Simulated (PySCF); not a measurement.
F₂

```xyz
2

F     0.0000    0.0000   -0.6895
F     0.0000    0.0000    0.6895
```

Level of theory: PySCF, PBE0/def2-SVPD, non-relativistic Hamiltonian with scalar-relativistic core potentials where named, at a bond length of 1.379 Å.

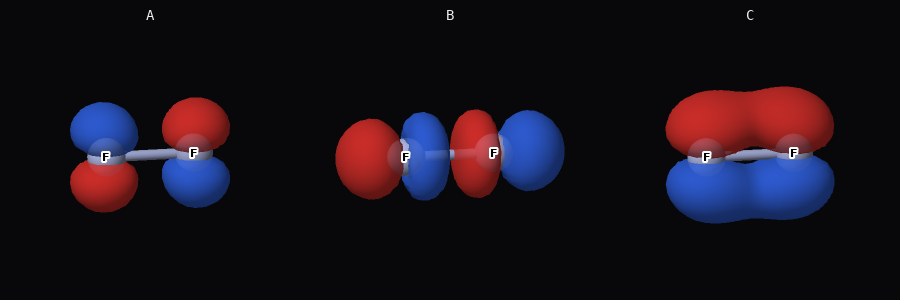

Figure 1. Three frontier orbitals, each drawn at the value that holds 80 % of its norm (red and blue are the two phases), in no order; of a degenerate pair one member is drawn.

> Name the orbitals and rank them from lowest to highest energy.

Orbital C: πu, occupied, −15.73 eV; with no node between the nuclei, bonding.
Orbital A: πg, occupied, −11.87 eV; antibonding, with a node between the atoms.
Orbital B: σu, empty, −3.65 eV; antibonding, with a node between the atoms.

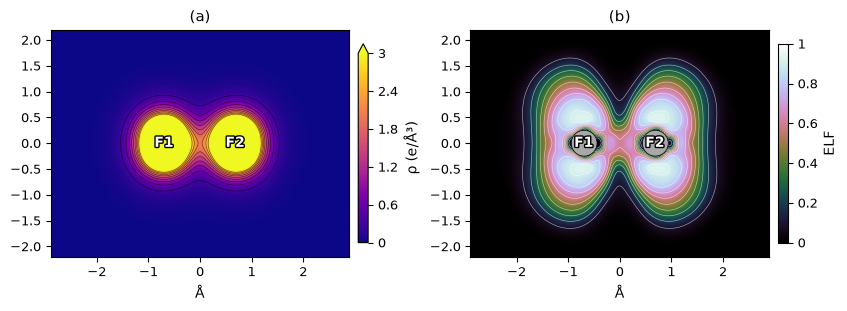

Figure 2. (a) electron density; (b) ELF on a plane that holds the molecular axis. Grey discs cover the atomic cores in the ELF map.

> What does the map show?

The section cuts through F sites. F–F (1.38 Å): ρ at the midpoint is about 2.1 e/Å³; the ELF peaks at about 0.70 between the atoms. The ELF also peaks beside F1 and F2, away from the bonds: lone-pair regions.

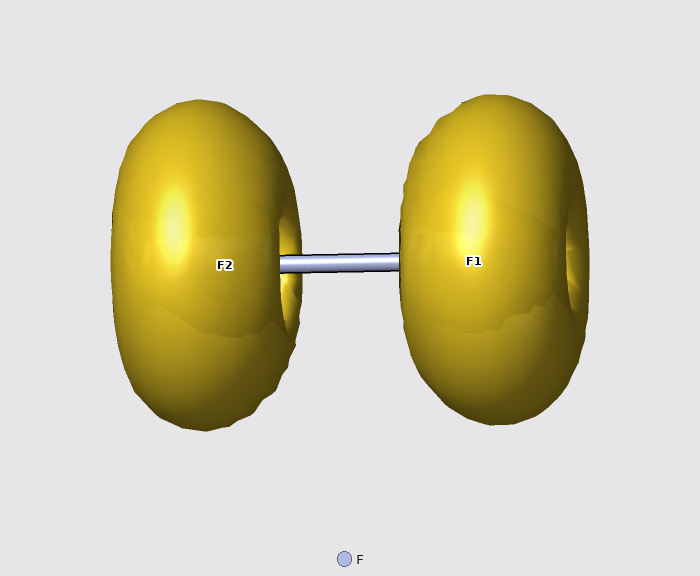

Figure 3. Isosurface of the electron localisation function at 0.75 (yellow), seen from one side. Only the valence region is drawn (cores and ρ < 0.01 e/Å³ removed).

> Where are the electrons localised?

At this value the surface marks out two regions wrapped around F (its lone pairs, merged into a ring or cap).
